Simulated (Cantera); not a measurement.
Charge: 1 mol Si3N4, 0.69 mol H2O, 8.4 mol N2, at 1.20 mbar.

Equilibrium computed with Cantera from the NASA thermochemical tables; the gas is ideal and each condensed phase is pure. Candidate condensed phases: H2O, Si, SiO2, Si2N2O, Si3N4; 35 gas species. Mutual solubility and eutectic melting of coexisting phases are not modelled. The tables' values for SiN are old estimates; treat these amounts as uncertain. Kinetics and transport are ignored.

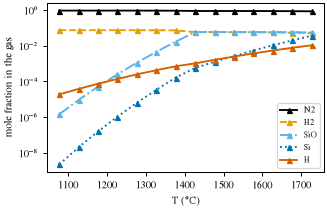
Figure: Equilibrium gas composition (values under 1e-9 drawn at 1e-9)

Read off the mole fractions at 1527 °C.

N2 about 0.88, SiO about 0.058, H2 about 0.057, Si about 0.0026, H about 0.0025.
